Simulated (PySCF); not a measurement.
# HfH (doublet): what the fields show

```xyz
2

Hf    0.0000    0.0000   -0.0102
H     0.0000    0.0000    1.8148
```

⟨S²⟩ = 0.81, above the pure value of 0.75; core potentials replace the inner electrons of Hf.

All numbers below come from PySCF 2.14.0, PBE0/cc-pVDZ(-PP), non-relativistic Hamiltonian with scalar-relativistic core potentials where named, at a bond length of 1.825 Å.

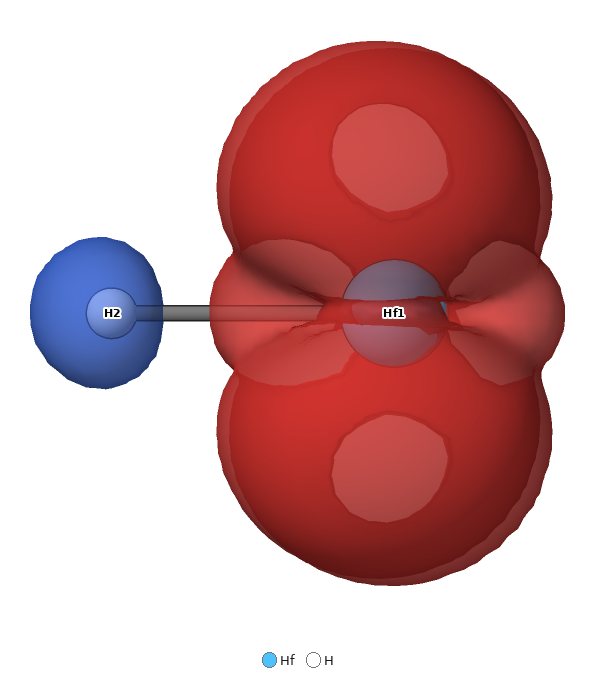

Figure 1. Isosurfaces of the spin density at +0.015 (red) and −0.015 e/Å³ (blue), seen from one side.

Q: Where is the unpaired spin?

A: The unpaired spin (1 electron) lies mostly on Hf1 (about 1.0), in electrons by Hirshfeld's partition.

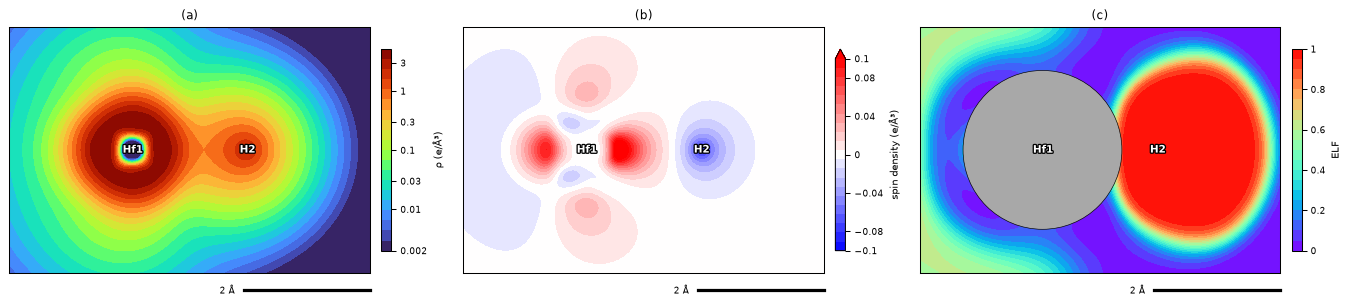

Figure 2. (a) electron density; (b) spin density (α minus β); (c) ELF on a plane that holds the molecular axis. Grey discs cover the atomic cores in the ELF map.

Q: Describe what can be read from this map.

A: The section cuts through Hf and H sites.
Hf–H (1.82 Å): ρ is about 1 e/Å³ halfway; the ELF climbs to about 1 towards the hydrogen.

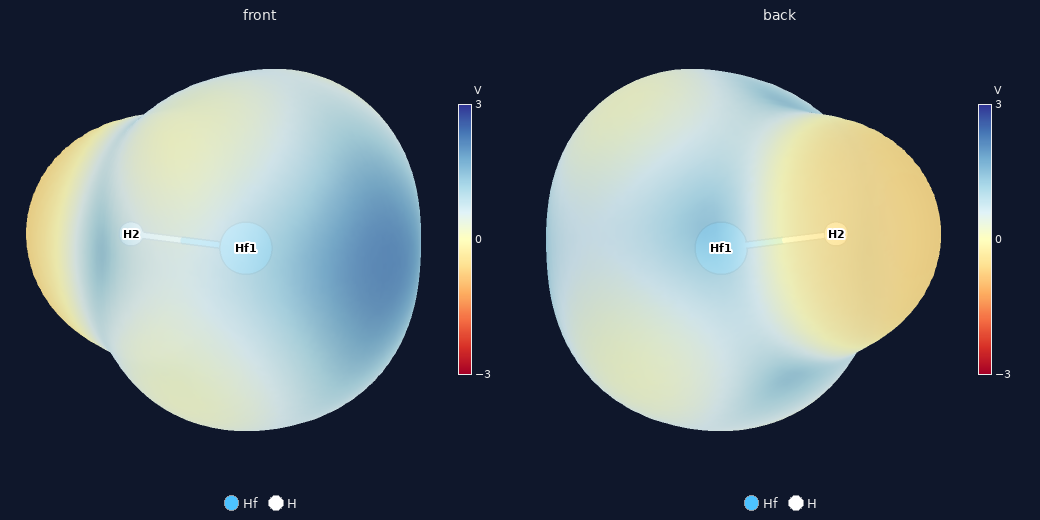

Figure 3. The molecular electrostatic potential painted on the density surface at 0.002 e/bohr³, seen from the front and from behind; the colour scale runs from red (negative) to blue (positive).

Q: Where is the surface potential most negative and most positive?

A: The most negative region (about −0.6 V, or −14 kcal/mol for a unit charge) lies over H2, the most positive (about +2.2 V, or +51 kcal/mol for a unit charge) over Hf1.
